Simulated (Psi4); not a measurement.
**SF₆: energy and gradient calculation (part 1 of 2)**

- system: SF₆, multiplicity 3
- method: M06-L/6-31G*, UKS (Psi4 1.11)

The geometry is that of the parent species in another charge or spin state. The geometry comes from this level: PBE0-D4/def2-TZVP.

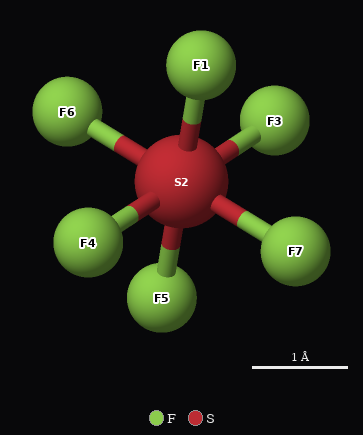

**Figure 1.** The structure as given in the input (ball-and-stick view, seen at a tilt; atoms are numbered from 1 in the order of the input).

Input file (job.py)
```python
import psi4

psi4.set_memory('2200 MB')
psi4.set_num_threads(1)
psi4.core.set_output_file('psi4.out', False)

molecule = psi4.geometry("""
0 3
F     -1.06966058    -2.47249876     1.22102764
S      0.00000000     0.00000000     0.00000000
F      2.20085063     0.02367827     1.97587874
F     -2.20077504    -0.02371606    -1.97597322
F      1.06956609     2.47257435    -1.22098984
F     -1.66156059     1.62304797     1.83122020
F      1.66156059    -1.62308577    -1.83116351
units bohr
symmetry c1
""")

options = {'basis': '6-31G*', 'reference': 'uks', 'puream': True, 'e_convergence': 1e-09, 'd_convergence': 1e-08, 'scf_type': 'pk', 'dft_radial_points': 99, 'dft_spherical_points': 590, 'maxiter': 100}
psi4.set_options(options)

result, w = psi4.gradient('M06-L', molecule=molecule, return_wfn=True)
psi4.oeprop(w, 'QUADRUPOLE', 'MAYER_INDICES', 'DIPOLE', title='M06-L')
print('gradient / Eh bohr^-1')
print(result.np.round(6))
print(f'energy = {w.energy():.10f} Eh')
for k, v in sorted(psi4.core.scalar_variables().items()):
    print(f'{k:45s} {v:18.10f}')
```

Machine: 1 thread of AMD EPYC (Zen 5), 32 GiB of memory available, shared host.

Command:
```bash
python job.py
```

The program's output
```
gradient() will perform analytic gradient computation.

   => Loading Basis Set <=

    Name: 6-31G*
    Role: ORBITAL
    Keyword: BASIS

         ---------------------------------------------------------
                                   SCF
                              UKS Reference
                        1 Threads,   2098 MiB Core
         ---------------------------------------------------------

  ==> Geometry <==

    Molecular point group: c1
    Full point group: C1

    Geometry (in Bohr), charge = 0, multiplicity = 3:

       Center              X                  Y                   Z               Mass
    ------------   -----------------  -----------------  -----------------  -----------------
         F           -1.069658119986    -2.472498760000     1.221027638698    18.998403162730
         S            0.000002460014     0.000000000000    -0.000000001302    31.972071174400
         F            2.200853090014     0.023678270000     1.975878738698    18.998403162730
         F           -2.200772579986    -0.023716060000    -1.975973221302    18.998403162730
         F            1.069568550014     2.472574350000    -1.220989841302    18.998403162730
         F           -1.661558129986     1.623047970000     1.831220198698    18.998403162730
         F            1.661563050014    -1.623085770000    -1.831163511302    18.998403162730

  Running in c1 symmetry.

  Rotational constants: A =      0.09055  B =      0.09055  C =      0.09055 [cm^-1]
  Rotational constants: A =   2714.62849  B =   2714.62511  C =   2714.61341 [MHz]
  Nuclear repulsion =  565.564094729426301

  Charge       = 0
  Multiplicity = 3
  Electrons    = 70
  Nalpha       = 36
  Nbeta        = 34

  ==> Algorithm <==

  SCF Algorithm Type is PK.
  DIIS enabled.
  MOM disabled.
  Fractional occupation disabled.
  Guess Type is SAD.
  Energy threshold   = 1.00e-09
  Density threshold  = 1.00e-08
  Integral threshold = 1.00e-12

  ==> Primary Basis <==

  Basis Set: 6-31G*
    Blend: 6-31G*
    Number of shells: 44
    Number of basis functions: 102
    Number of Cartesian functions: 109
    Spherical Harmonics?: true
    Max angular momentum: 2

  ==> DFT Potential <==

   => LibXC <=

    Version 7.1.2

   => Composite Functional: M06-L <=

    M06-L Meta-GGA XC Functional

    Deriv               =              1
    GGA                 =           TRUE
    Meta                =           TRUE

    Exchange Hybrid     =          FALSE
    MP2 Hybrid          =          FALSE

   => Exchange Functionals <=

    1.0000   XC_MGGA_X_M06_L

   => Correlation Functionals <=

    1.0000   XC_MGGA_C_M06_L

   => LibXC Density Thresholds  <==

    XC_MGGA_C_M06_L:  1.00E-12
    XC_MGGA_X_M06_L:  1.00E-15

   => Molecular Quadrature <=

    Radial Scheme          =       TREUTLER
    Pruning Scheme         =           NONE
    Nuclear Scheme         =       TREUTLER

    Blocking Scheme        =         OCTREE
    BS radius alpha        =              1
    Pruning alpha          =              1
    Radial Points          =             99
    Spherical Points       =            590
    Total Points           =         388865
    Total Blocks           =           2788
    Max Points             =            256
    Max Functions          =             99
    Weights Tolerance      =       1.00E-15

  ==> Integral Setup <==

  Using in-core PK algorithm.
   Calculation information:
      Number of atoms:                   7
      Number of AO shells:              44
      Number of primitives:            117
      Number of atomic orbitals:       109
      Number of basis functions:       102

      Integral cutoff                 1.00e-12
      Number of threads:                 1

  Performing in-core PK
  Using 27599262 doubles for integral storage.
  We computed 436612 shell quartets total.
  Whereas there are 490545 unique shell quartets.

  ==> DiskJK: Disk-Based J/K Matrices <==

    J tasked:                  Yes
    K tasked:                   No
    wK tasked:                  No
    Memory [MiB]:              825
    Schwarz Cutoff:          1E-12

  Cached 25.0% of DFT collocation blocks in 0.586 [GiB].

  Minimum eigenvalue in the overlap matrix is 1.6604470762E-02.
  Reciprocal condition number of the overlap matrix is 4.3970228441E-03.
    Using symmetric orthogonalization.

  ==> Pre-Iterations <==

  SCF Guess: Superposition of Atomic Densities via on-the-fly atomic UHF (no occupation information).

   -------------------------
    Irrep   Nso     Nmo
   -------------------------
     A        102     102
   -------------------------
    Total     102     102
   -------------------------

  ==> Iterations <==

                        Total Energy        Delta E     RMS |[F,P]|

   @UKS iter SAD:  -997.40428894258685   -9.97404e+02   0.00000e+00
   @UKS iter   1:  -996.60493098069526    7.99358e-01   6.20096e-03 ADIIS/DIIS
   @UKS iter   2:  -996.38675026905742    2.18181e-01   9.93321e-03 ADIIS/DIIS
   @UKS iter   3:  -996.65801439144127   -2.71264e-01   4.19319e-03 ADIIS/DIIS
   @UKS iter   4:  -996.69554271408947   -3.75283e-02   2.65137e-03 ADIIS/DIIS
   @UKS iter   5:  -996.70622816721539   -1.06855e-02   2.24008e-03 ADIIS/DIIS
   @UKS iter   6:  -996.70873002137273   -2.50185e-03   1.97364e-03 ADIIS/DIIS
   @UKS iter   7:  -996.72397298747399   -1.52430e-02   9.82782e-04 ADIIS/DIIS
   @UKS iter   8:  -996.72702400368564   -3.05102e-03   5.76966e-04 ADIIS/DIIS
   @UKS iter   9:  -996.72719381176194   -1.69808e-04   5.38716e-04 ADIIS/DIIS
   @UKS iter  10:  -996.72757055631928   -3.76745e-04   4.57306e-04 ADIIS/DIIS
   @UKS iter  11:  -996.72820223245651   -6.31676e-04   2.64646e-04 ADIIS/DIIS
   @UKS iter  12:  -996.72833139666011   -1.29164e-04   2.05624e-04 ADIIS/DIIS
   @UKS iter  13:  -996.72844756474205   -1.16168e-04   1.26663e-04 ADIIS/DIIS
   @UKS iter  14:  -996.72848704634646   -3.94816e-05   8.25349e-05 DIIS
   @UKS iter  15:  -996.72850241714355   -1.53708e-05   5.73311e-05 DIIS
   @UKS iter  16:  -996.72851354290049   -1.11258e-05   2.66293e-05 DIIS
   @UKS iter  17:  -996.72851617675224   -2.63385e-06   1.03093e-05 DIIS
   @UKS iter  18:  -996.72851641811724   -2.41365e-07   6.92207e-06 DIIS
   @UKS iter  19:  -996.72851661093625   -1.92819e-07   1.46569e-06 DIIS
   @UKS iter  20:  -996.72851661969514   -8.75889e-09   1.56308e-07 DIIS
   @UKS iter  21:  -996.72851661979234   -9.72022e-11   3.97806e-08 DIIS
   @UKS iter  22:  -996.72851661979678   -4.43379e-12   2.96699e-08 DIIS
   @UKS iter  23:  -996.72851661980098   -4.20641e-12   1.42741e-08 DIIS
   @UKS iter  24:  -996.72851661980030    6.82121e-13   8.13463e-09 DIIS
  Energy and wave function converged.

  ==> Post-Iterations <==

   Electrons on quadrature grid:
      Nalpha   =   35.9999994284 ; deviation = -5.716e-07
      Nbeta    =   33.9999994875 ; deviation = -5.125e-07
      Ntotal   =   69.9999989159 ; deviation = -1.084e-06

   @Spin Contamination Metric:   3.323317100E-03
   @S^2 Expected:                2.000000000E+00
   @S^2 Observed:                2.003323317E+00
   @S   Expected:                1.000000000E+00
   @S   Observed:                1.000000000E+00

    Orbital Energies [Eh]
    ---------------------

    Alpha Occupied:

       1A    -88.864040     2A    -24.575746     3A    -24.575733
       4A    -24.575707     5A    -24.575706     6A    -24.575666
       7A    -24.575651     8A     -8.180315     9A     -6.092837
      10A     -6.092831    11A     -6.092782    12A     -1.375322
      13A     -1.269414    14A     -1.269410    15A     -1.269210
      16A     -1.225936    17A     -1.225918    18A     -0.774817
      19A     -0.626712    20A     -0.626692    21A     -0.624893
      22A     -0.521098    23A     -0.521066    24A     -0.510518
      25A     -0.494872    26A     -0.494858    27A     -0.441897
      28A     -0.441871    29A     -0.440366    30A     -0.429912
      31A     -0.426050    32A     -0.426039    33A     -0.402424
      34A     -0.389888    35A     -0.389871    36A     -0.072517

    Alpha Virtual:

      37A      0.117177    38A      0.117226    39A      0.119236
      40A      0.285259    41A      0.338570    42A      0.338683
      43A      0.340971    44A      0.481046    45A      0.481078
      46A      0.485405    47A      0.944530    48A      0.944541
      49A      1.045427    50A      1.045451    51A      1.052026
      52A      1.120095    53A      1.120113    54A      1.122454
      55A      1.129810    56A      1.141254    57A      1.148360
      58A      1.148435    59A      1.191717    60A      1.191731
      61A      1.358087    62A      1.365784    63A      1.365810
      64A      1.456342    65A      1.456406    66A      1.477301
      67A      1.477361    68A      1.482511    69A      1.618794
      70A      1.623639    71A      1.623692    72A      1.645491
      73A      1.775682    74A      1.775717    75A      1.775768
      76A      1.811297    77A      1.811347    78A      1.926799
      79A      1.926809    80A      1.932617    81A      1.991095
      82A      1.993159    83A      1.993519    84A      2.024549
      85A      2.024757    86A      2.027959    87A      2.067924
      88A      2.070455    89A      2.070483    90A      2.077635
      91A      2.077667    92A      2.078641    93A      2.116162
      94A      2.116181    95A      2.119593    96A      2.400721
      97A      2.539946    98A      2.619217    99A      2.619298
     100A      2.619342   101A      3.162560   102A      3.162652

    Beta Occupied:

       1A    -88.857641     2A    -24.565004     3A    -24.564991
       4A    -24.564972     5A    -24.564964     6A    -24.564931
       7A    -24.564916     8A     -8.176338     9A     -6.086551
      10A     -6.086546    11A     -6.086484    12A     -1.351730
      13A     -1.243600    14A     -1.243587    15A     -1.243413
      16A     -1.198449    17A     -1.198442    18A     -0.748885
      19A     -0.605682    20A     -0.605516    21A     -0.605500
      22A     -0.498840    23A     -0.494942    24A     -0.494938
      25A     -0.472042    26A     -0.472031    27A     -0.413752
      28A     -0.412088    29A     -0.412077    30A     -0.406637
      31A     -0.406633    32A     -0.403479    33A     -0.368540
      34A     -0.368533

    Beta Virtual:

      35A     -0.362730    36A     -0.021468    37A      0.160004
      38A      0.160065    39A      0.160407    40A      0.283951
      41A      0.344628    42A      0.344679    43A      0.345919
      44A      0.508359    45A      0.508388    46A      0.508800
      47A      0.973221    48A      0.973226    49A      1.060973
      50A      1.063474    51A      1.063487    52A      1.136115
      53A      1.136955    54A      1.136967    55A      1.148001
      56A      1.159310    57A      1.159357    58A      1.163318
      59A      1.209921    60A      1.209930    61A      1.378285
      62A      1.378297    63A      1.382645    64A      1.471355
      65A      1.471410    66A      1.493332    67A      1.496283
      68A      1.496323    69A      1.633238    70A      1.633298
      71A      1.634385    72A      1.658957    73A      1.789939
      74A      1.790277    75A      1.790296    76A      1.826105
      77A      1.826137    78A      1.946808    79A      1.948214
      80A      1.948229    81A      2.005999    82A      2.006295
      83A      2.007198    84A      2.044530    85A      2.045767
      86A      2.045941    87A      2.085040    88A      2.085097
      89A      2.086880    90A      2.095290    91A      2.096498
      92A      2.096518    93A      2.130697    94A      2.131635
      95A      2.131672    96A      2.416020    97A      2.556922
      98A      2.634757    99A      2.634829   100A      2.634904
     101A      3.189750   102A      3.189817

    Final Occupation by Irrep:
              A
    DOCC [    34 ]
    SOCC [     2 ]
    NA   [    36 ]
    NB   [    34 ]

  @UKS Final Energy:  -996.72851661980030

   => Energetics <=

    Nuclear Repulsion Energy =            565.5640947294263015
    One-Electron Energy =               -2510.1842992269675960
    Two-Electron Energy =                1036.6315260087030765
    DFT Exchange-Correlation Energy =     -88.7398381309621556
    Empirical Dispersion Energy =           0.0000000000000000
    VV10 Nonlocal Energy =                  0.0000000000000000
    Total Energy =                       -996.7285166198003026
```
